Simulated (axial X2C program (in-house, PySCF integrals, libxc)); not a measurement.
**ScB: bond curves with and without spin–orbit coupling**

What are the state, bond length, wavenumber and bond energy of ScB, and what does spin–orbit coupling change?

Method: all-electron X2C, Sc dyall-cv3z, B dyall-v3z; program: an in-house X2C program for linear molecules on PySCF integrals.

All values are calculated.

## (1) Set-up

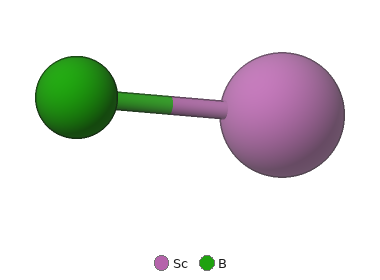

The two atoms at 2.330 Å (scandium pink, boron green).

Contents of task.json:

```json
{
 "zs": [
  21,
  5
 ],
 "q": 0,
 "bas": [
  "dyall-cv3z",
  "dyall-v3z"
 ],
 "levels": [
  "PBE0",
  "HF",
  "PW91"
 ],
 "cc": true,
 "r0": 2.33,
 "thr": -2.0,
 "nmax": 90,
 "npts": 10,
 "nst": 2,
 "ntry": 6
}
```

Keys: zs atomic numbers; q charge; bas basis sets; levels methods (HF also brings MP2); cc coupled cluster on or off; r0 starting distance in Å; thr threshold in hartree for freezing inner shells (an s shell follows its p shell); nmax most natural virtual spinors; npts points asked for on the curve; nst determinants followed; ntry starts of the search.

Command:

```console
> python so2c.py task.json out
```

Spin-free means the one-electron spin-free X2C Hamiltonian; two-component (2c) means X2C with spin–orbit coupling and atomic mean-field two-electron Coulomb and Gaunt terms. Basis: Sc dyall-cv3z contracted to [10s11p7d5f2g], B dyall-v3z contracted to [7s6p2d1f]; Gaussian nuclei, density fitting. Masses: Sc 44.956 u, B 11.009 u.

Notation: σ, π±, δ± give the projection m of an orbital's angular momentum (0, ±1, ±2), α and β its spin, Λ and M_S the sums; ω is the projection of a spinor's total angular momentum and Ω the sum. Logs are in hartree.

The results follow Hamiltonian by Hamiltonian and level by level.

## (2) Search for the lowest determinant

PBE0 moves the distance from 2.330 Å to 2.190 Å and compares determinants there.

Spin-free determinants:

| ΔE (eV) | state | open shells |
| --- | --- | --- |
| 0.00 | M_S = 2, Λ = 0 | beyond closed shells: 2 × σα, π+α, π-α |
| 0.53 | M_S = 1, Λ = 0 | beyond closed shells: π+α, π-α |
| 0.77 | M_S = 2, Λ = 2 | beyond closed shells: σα, π+α, π-α, δ+α |
| 0.92 | M_S = 1, Λ = 1 | beyond closed shells: σα, π+α, π+β, π-α |
| 0.96 | M_S = 1, Λ = 1 | beyond closed shells: σα, π+α |
| 1.11 | M_S = 2, Λ = 1 | beyond closed shells: σα, 2 × π+α, π-α |
| 1.11 | M_S = 2, Λ = 3 | beyond closed shells: 2 × σα, π+α, δ+α |

Two-component determinants:

| ΔE (eV) | state | open shells |
| --- | --- | --- |
| 0.00 | Ω = 2 | excess of +ω over −ω: ω = 1/2, ω = 3/2 |
| 0.49 | Ω = 0 | excess of +ω over −ω: 3 × ω = 1/2, ω = -3/2 |
| 0.53 | Ω = 1 | excess of +ω over −ω: ω = -1/2, ω = 3/2 |
| 0.78 | Ω = 4 | excess of +ω over −ω: ω = 3/2, ω = 5/2 |
| 0.89 | Ω = 3 | excess of +ω over −ω: 3 × ω = 1/2, ω = 3/2 |
| 1.11 | Ω = 3 | excess of +ω over −ω: 2 × ω = 3/2 |
| 1.13 | Ω = 1 | excess of +ω over −ω: 2 × ω = 1/2 |

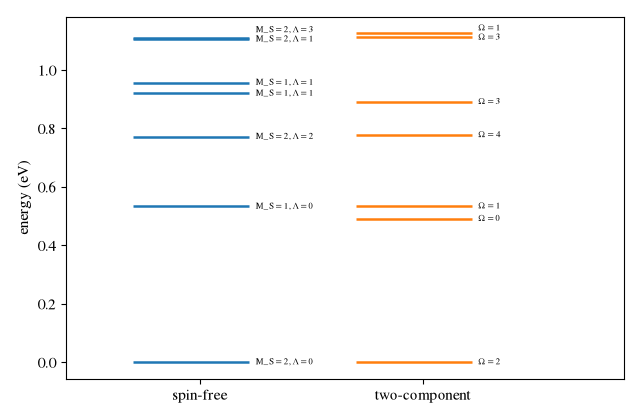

The determinants found, each set from its own lowest.

## (3) PBE0, spin-free

State followed: M_S = 2, Λ = 0 (beyond closed shells: 2 × σα, π+α, π-α). The scan is laid around 2.190 Å, a first estimate of the minimum, and this SCF restarts from the orbitals of the search.

Output at 2.190 Å:

```text
spin-free X2C-1e  PBE0
basis functions 173  fitting functions 951  grid points 5080
iter        total energy     max residual
   1       -788.718703711     3.10e-06
   2       -788.718703711     7.79e-06
converged
one-electron -1129.21178628  Coulomb 358.15096020  exact exchange -10.53446271  xc functional -32.49492504  nuclear repulsion 25.37151011
```

Along the bond, energies from the lowest point:

```csv
R (Å),E (eV),μ (D),HOMO (eV),LUMO (eV),iterations
1.905,0.2236,-3.54,-4.68,-1.94,14
1.993,0.0444,-3.88,-4.73,-2.02,14
2.059,0.0000,-4.11,-4.74,-2.07,15
2.124,0.0156,-4.30,-4.73,-2.12,15
2.190,0.0783,-4.46,-4.71,-2.17,2
2.267,0.1959,-4.60,-4.66,-2.21,15
2.343,0.3472,-4.64,-4.60,-2.24,15
2.442,0.5699,-4.49,-4.50,-2.25,15
2.562,0.8539,-4.05,-4.40,-2.23,16
```

Dipoles are positive if B is the positive end.

Outer orbitals at the reference distance:

```
symmetry  occupied  ε (eV)             atomic character
     π+β       yes  -35.17                    100% Sc p
     π-β       yes  -35.17                    100% Sc p
      σβ       yes  -34.16                     98% Sc p
      σα       yes  -10.84  59% B s, 13% Sc d, 12% Sc s
      σβ       yes   -8.27  56% B s, 15% Sc s, 12% Sc d
      σα       yes   -5.34  54% B p, 21% Sc s, 11% Sc d
     π+α       yes   -4.95   46% B p, 45% Sc d, 6% Sc p
     π-α       yes   -4.95   46% B p, 45% Sc d, 6% Sc p
      σα       yes   -4.71   41% Sc s, 40% Sc d, 9% B p
      σβ        no   -2.17  56% Sc s, 23% Sc p, 15% B p
     π+α        no   -1.74  56% Sc p, 33% Sc d, 10% B p
     π-α        no   -1.74  56% Sc p, 33% Sc d, 10% B p
     δ+α        no   -1.69                     99% Sc d
```

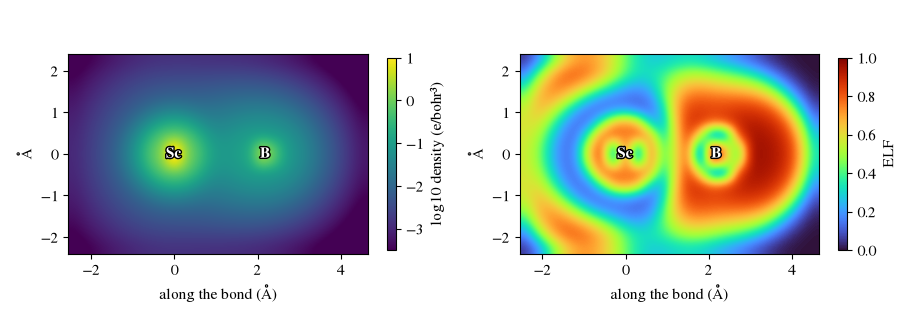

PBE0 fields in a plane through the axis, from a grid of 0.3 Å; Sc lies at z = 0 and B at z = 2.190 Å; the ELF is damped to zero where the density is low.

Re = 2.072 Å, ωe = 637 cm⁻¹, ωexe = 3.16 cm⁻¹, Be = 0.4439 cm⁻¹, De = 2.32 eV, μ = -4.15 D.

## (4) HF, spin-free

Output at 2.190 Å:

```text
spin-free X2C-1e  HF
basis functions 173  fitting functions 951  grid points 5080
iter        total energy     max residual
   1       -787.827166813     1.35e-01
   2       -787.846010898     1.22e-02
   3       -787.849340724     1.08e-02
   4       -787.851385083     3.19e-03
   5       -787.852324574     2.02e-03
   6       -787.852754939     1.14e-03
   7       -787.852871036     8.03e-04
   8       -787.852921521     4.33e-04
   9       -787.852948977     5.09e-04
  10       -787.852960846     5.40e-04
  11       -787.852935162     4.46e-04
  12       -787.852885324     2.14e-04
  13       -787.852877976     8.39e-05
  14       -787.852878633     5.40e-05
  15       -787.852878895     2.88e-05
  16       -787.852879056     1.31e-05
  17       -787.852879107     2.95e-06
  18       -787.852879108     1.32e-06
converged
one-electron -1127.14425521  Coulomb 356.04658486  exact exchange -42.12671887  xc functional 0.00000000  nuclear repulsion 25.37151011
```

No constants are quoted: the solution changes its character somewhere along the scan, so the fit is set aside.

## (5) PW91, spin-free

The SCF at the reference distance of 2.190 Å:

```text
spin-free X2C-1e  PW91
basis functions 173  fitting functions 951  grid points 5080
iter        total energy     max residual
   1       -788.965711244     4.71e-02
   2       -788.950079476     4.27e-02
   3       -788.786064274     1.20e-01
   4       -788.964960967     2.03e-02
   5       -788.968944427     1.57e-03
   6       -788.968814227     4.40e-03
   7       -788.969013031     5.38e-04
   8       -788.969016538     1.59e-04
   9       -788.969016783     1.98e-05
  10       -788.969016788     2.24e-06
  11       -788.969016788     1.99e-06
converged
one-electron -1129.67559589  Coulomb 358.63257325  exact exchange 0.00000000  xc functional -43.29750426  nuclear repulsion 25.37151011
```

Re = 2.098 Å, ωe = 599 cm⁻¹, ωexe = 3.33 cm⁻¹, Be = 0.4332 cm⁻¹, De = 2.89 eV, μ = -3.76 D.

## (6) Correlated methods, spin-free

Correlated methods: 14 electrons correlated (frozen shells, counted by type: Sc 2 s, 1 p; B 1 s), 280 virtual spinors in MP2.

Output of the correlated part at 2.190 Å:

```text
correlated 14  virtual 280  natural virtual 89  E(MP2) -0.405391590  MP2 remainder -0.023545634
iter   CCSD correlation   residual
   1     -0.394506036   1.74e-01
   2     -0.405580146   9.35e-02
   3     -0.410974278   4.93e-02
   4     -0.411356783   2.49e-02
   5     -0.411829056   1.18e-02
   6     -0.411996920   4.57e-03
   7     -0.411991512   1.90e-03
   8     -0.412033539   1.04e-03
   9     -0.412020519   6.94e-04
  10     -0.412031466   4.45e-04
  11     -0.412023073   2.88e-04
  12     -0.412026157   1.75e-04
  13     -0.412026093   9.22e-05
  14     -0.412026067   4.96e-05
  15     -0.412025974   2.38e-05
  16     -0.412025754   1.04e-05
  17     -0.412025576   5.69e-06
  18     -0.412025507   3.22e-06
  19     -0.412025422   1.69e-06
  20     -0.412025429   1.16e-06
(T) -0.021727025  T1 0.0704  D1 0.1633  max T2 0.077
```

T1 in the output is the amplitude norm over the root of the electron number; divide by √2 for the Lee–Taylor value.

Coupled cluster ran at too few distances for a curve.

MP2: No constants are quoted: the reference changes its character somewhere along the scan, so the fit is set aside.

## (7) A higher determinant, spin-free

State: M_S = 1, Λ = 0 (beyond closed shells: π+α, π-α).

Output at the reference distance:

```text
spin-free X2C-1e  PBE0
basis functions 173  fitting functions 951  grid points 5080
iter        total energy     max residual
   1       -788.699133724     2.62e-05
   2       -788.699133623     1.01e-04
   3       -788.699133741     8.14e-06
   4       -788.699133745     7.63e-06
   5       -788.699133754     6.79e-06
   6       -788.699133756     7.06e-06
   7       -788.699133747     3.06e-06
   8       -788.699133747     1.82e-06
converged
one-electron -1128.46924937  Coulomb 357.35770312  exact exchange -10.51098904  xc functional -32.44810856  nuclear repulsion 25.37151011
```

```csv
R (Å),E above the lowest PBE0 point (eV)
1.905,1.178
1.993,0.872
2.059,0.727
2.124,0.643
2.190,0.611
2.267,0.624
2.343,0.678
2.442,0.792
2.562,0.974
```

Re = 2.208 Å, ωe = 521 cm⁻¹, ωexe = 3.18 cm⁻¹, Be = 0.3911 cm⁻¹, μ = -2.83 D. Te = 0.61 eV.

## (8) The spin-free curves together

Energy (eV) of the followed determinant, spin-free, from each level's lowest point:

```
R (Å)   PBE0  HF (jumps)  MP2 (its reference jumps)   PW91
1.905  0.224       0.223                      0.206  0.271
1.993  0.044       0.000                      0.153  0.069
2.059  0.000         n/a                        n/a  0.005
2.124  0.016         n/a                        n/a  0.000
2.190  0.078       0.094                      0.000  0.040
2.267  0.196       0.229                      0.150  0.131
2.343  0.347       0.411                      0.342  0.255
2.442  0.570       0.689                      0.630  0.447
2.562  0.854       1.066                      1.021  0.707
```

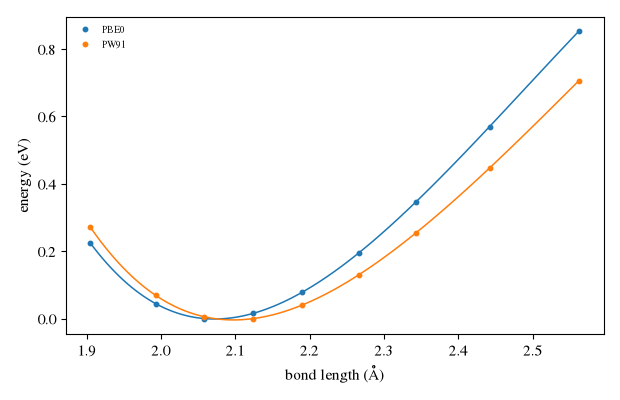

Curves of the followed state, spin-free, each from its own lowest point. Left out: HF, MP2.

## (9) PBE0, 2c

State followed: Ω = 2 (excess of +ω over −ω: ω = 1/2, ω = 3/2). The scan is laid around 2.190 Å, a first estimate of the minimum, and this SCF restarts from the orbitals of the search.

Output at 2.190 Å:

```text
two-component X2C + atomic mean field  PBE0
basis functions 173  fitting functions 951  grid points 5080
iter        total energy     max residual
   1       -788.558187779     1.53e-05
   2       -788.558187784     3.12e-05
   3       -788.558187795     9.48e-06
   4       -788.558187800     6.41e-06
   5       -788.558187804     1.47e-06
   6       -788.558187804     5.71e-07
converged
one-electron -1128.80390371  Coulomb 358.05587734  exact exchange -10.53165284  xc functional -32.48628634  nuclear repulsion 25.37151011  atomic mean-field constant -0.16373236
```

Along the bond, energies from the lowest point:

```csv
R (Å),E (eV),μ (D),HOMO (eV),LUMO (eV),iterations
1.905,0.8473,-4.11,-4.13,-2.26,22
1.993,0.0443,-3.88,-4.72,-2.02,14
2.059,0.0000,-4.11,-4.74,-2.07,16
2.124,0.0157,-4.30,-4.73,-2.12,15
2.190,0.0784,-4.46,-4.71,-2.16,6
2.267,0.1960,-4.59,-4.66,-2.20,15
2.343,0.3473,-4.64,-4.60,-2.23,15
2.442,0.5699,-4.49,-4.50,-2.24,15
2.562,0.8539,-4.05,-4.40,-2.23,20
```

Dipoles are positive if B is the positive end.

Outer spinors at the reference distance:

| ω | occupied | ε (eV) | atomic character | λ mixture |
| --- | --- | --- | --- | --- |
| 1/2 | yes | -35.24 | 100% Sc p | 92% π, 8% σ |
| -3/2 | yes | -34.98 | 100% Sc p | 100% π |
| -1/2 | yes | -34.11 | 98% Sc p | 99% σ, 1% π |
| 1/2 | yes | -10.84 | 59% B s, 13% Sc d, 12% Sc s | 100% σ |
| -1/2 | yes | -8.27 | 56% B s, 15% Sc s, 12% Sc d | 100% σ |
| 1/2 | yes | -5.34 | 54% B p, 20% Sc s, 11% Sc d | 100% σ |
| -1/2 | yes | -4.96 | 46% B p, 45% Sc d, 6% Sc p | 100% π |
| 3/2 | yes | -4.95 | 46% B p, 45% Sc d, 6% Sc p | 100% π |
| 1/2 | yes | -4.71 | 42% Sc s, 40% Sc d, 9% B p | 100% σ |
| -1/2 | no | -2.16 | 56% Sc s, 23% Sc p, 15% B p | 100% σ |
| -1/2 | no | -1.74 | 56% Sc p, 33% Sc d, 10% B p | 100% π |
| 3/2 | no | -1.73 | 56% Sc p, 33% Sc d, 10% B p | 100% π |
| -3/2 | no | -1.70 | 99% Sc d | 100% δ |

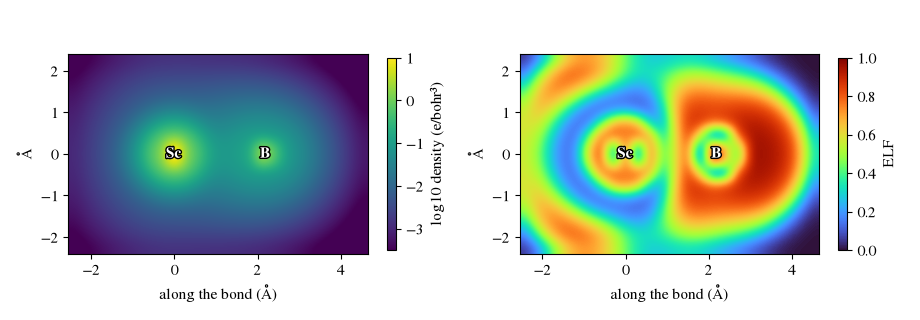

PBE0 fields in a plane through the axis, from a grid of 0.3 Å; Sc lies at z = 0 and B at z = 2.190 Å; the ELF is damped to zero where the density is low.

No constants are quoted: the solution changes its character somewhere along the scan, so the fit is set aside.

## (10) HF, 2c

Output at 2.190 Å:

```text
two-component X2C + atomic mean field  HF
basis functions 173  fitting functions 951  grid points 5080
iter        total energy     max residual
   1       -787.666860001     1.36e-01
   2       -787.685686416     1.22e-02
   3       -787.689010049     1.08e-02
   4       -787.691056109     3.21e-03
   5       -787.691993362     2.05e-03
   6       -787.692422959     1.14e-03
   7       -787.692540038     8.05e-04
   8       -787.692592699     4.38e-04
   9       -787.692622802     5.53e-04
  10       -787.692634568     5.82e-04
  11       -787.692597776     4.52e-04
  12       -787.692545004     2.04e-04
  13       -787.692538942     8.64e-05
  14       -787.692539761     5.55e-05
  15       -787.692540053     3.74e-05
  16       -787.692540216     1.29e-05
  17       -787.692540263     8.83e-06
  18       -787.692540266     5.12e-06
  19       -787.692540268     5.43e-06
  20       -787.692540270     4.75e-06
  21       -787.692540274     4.04e-06
  22       -787.692540279     2.89e-06
  23       -787.692540281     2.01e-06
  24       -787.692540282     1.81e-06
converged
one-electron -1126.73694812  Coulomb 355.95205322  exact exchange -42.11542314  xc functional 0.00000000  nuclear repulsion 25.37151011  atomic mean-field constant -0.16373236
```

No constants are quoted: the solution changes its character somewhere along the scan, so the fit is set aside.

## (11) PW91, 2c

The SCF at the reference distance of 2.190 Å:

```text
two-component X2C + atomic mean field  PW91
basis functions 173  fitting functions 951  grid points 5080
iter        total energy     max residual
   1       -788.805001542     4.72e-02
   2       -788.789488284     4.26e-02
   3       -788.625468450     1.20e-01
   4       -788.804265207     2.03e-02
   5       -788.808231668     1.56e-03
   6       -788.808102699     4.38e-03
   7       -788.808299866     5.38e-04
   8       -788.808303385     1.57e-04
   9       -788.808303626     1.98e-05
  10       -788.808303631     2.23e-06
  11       -788.808303631     1.98e-06
converged
one-electron -1129.26642392  Coulomb 358.53614468  exact exchange 0.00000000  xc functional -43.28580215  nuclear repulsion 25.37151011  atomic mean-field constant -0.16373236
```

Re = 2.098 Å, ωe = 599 cm⁻¹, ωexe = 3.33 cm⁻¹, Be = 0.4332 cm⁻¹, De = 2.89 eV, μ = -3.76 D.

## (12) Correlated methods, 2c

Correlated methods: 14 electrons correlated (frozen shells, counted by type: Sc 2 s, 1 p; B 1 s), 280 virtual spinors in MP2.

MP2: No constants are quoted: the reference changes its character somewhere along the scan, so the fit is set aside.

## (13) A higher determinant, 2c

State: Ω = 0 (excess of +ω over −ω: 3 × ω = 1/2, ω = -3/2).

Output at the reference distance:

```text
two-component X2C + atomic mean field  PBE0
basis functions 173  fitting functions 951  grid points 5080
iter        total energy     max residual
   1       -788.540144070     6.03e-06
   2       -788.540144069     1.50e-05
converged
one-electron -1128.59382544  Coulomb 357.84154728  exact exchange -10.52587553  xc functional -32.46976813  nuclear repulsion 25.37151011  atomic mean-field constant -0.16373236
```

| R (Å) | E above the lowest PBE0 point (eV) |
| --- | --- |
| 1.905 | 0.675 |
| 1.993 | 0.509 |
| 2.059 | 0.473 |
| 2.124 | 0.498 |
| 2.190 | 0.569 |
| 2.267 | 0.698 |
| 2.343 | 0.862 |
| 2.442 | 1.106 |
| 2.562 | 1.425 |

Re = 2.062 Å, ωe = 648 cm⁻¹, ωexe = 2.96 cm⁻¹, Be = 0.4483 cm⁻¹, μ = -3.57 D.

## (14) The 2c curves together

Energy (eV) of the followed determinant, 2c, from each level's lowest point:

| R (Å) | PBE0 (jumps) | HF (jumps) | MP2 (its reference jumps) | PW91 |
| --- | --- | --- | --- | --- |
| 1.905 | 0.847 | 0.222 | 0.208 | 0.270 |
| 1.993 | 0.044 | 0.000 | 0.155 | 0.069 |
| 2.059 | 0.000 | n/a | n/a | 0.005 |
| 2.124 | 0.016 | n/a | n/a | 0.000 |
| 2.190 | 0.078 | 0.095 | 0.000 | 0.040 |
| 2.267 | 0.196 | 0.231 | 0.150 | 0.131 |
| 2.343 | 0.347 | 0.412 | 0.341 | 0.255 |
| 2.442 | 0.570 | 0.691 | 0.629 | 0.447 |
| 2.562 | 0.854 | 1.068 | 1.019 | 0.706 |

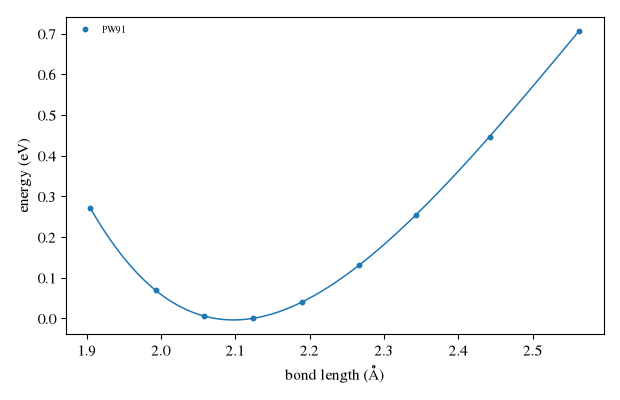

Curves of the followed state, 2c, each from its own lowest point. Left out: PBE0, HF, MP2.

The whole job took 3.6 min on 1 thread, shared host.

## (15) What came out

Lowest determinant that the search found at its distance, spin-free: M_S = 2, Λ = 0 (beyond closed shells: 2 × σα, π+α, π-α).

Lowest determinant that the search found at its distance, 2c: Ω = 2 (excess of +ω over −ω: ω = 1/2, ω = 3/2).

| Hamiltonian | level | Re (Å) | ωe (cm⁻¹) | De (eV) | μ (D) |
| --- | --- | --- | --- | --- | --- |
| spin-free | PBE0 | 2.072 | 637 | 2.32 | -4.15 |
| spin-free | PW91 | 2.098 | 599 | 2.89 | -3.76 |
| 2c | PW91 | 2.098 | 599 | 2.89 | -3.76 |

Dipoles are positive if B is the positive end. No constants: spin-free HF (the solution changes its character somewhere along the scan, so the fit is set aside); spin-free MP2 (the reference changes its character somewhere along the scan, so the fit is set aside); 2c PBE0 (the solution changes its character somewhere along the scan, so the fit is set aside); 2c HF (the solution changes its character somewhere along the scan, so the fit is set aside); 2c MP2 (the reference changes its character somewhere along the scan, so the fit is set aside).

Time per point (s) on 1 thread, shared host (2c runs); the times are rough: PW91 0.63.

In words: At PW91, going from spin-free to two-component changes Re by 0 mÅ, ωe by 0.0 %; the spin-free picture holds up (part of it comes from the scalar share of the two-electron terms). De moves by 0.00 eV; both De rest on single-determinant atoms, which can miss part of an open shell's spin–orbit lowering.

De refers to Sc + B, each in the lowest determinant found, which need not be this curve's own limit. Each curve is one determinant whose occupation by symmetry is held fixed; it was picked as the lowest of a PBE0 search that is not exhaustive. De is counted from the lowest determinant-based energies of the atoms at the same level, without counterpoise correction. Density functionals use the spin component along the axis (collinear). With several unpaired electrons one determinant need not be a pure state.
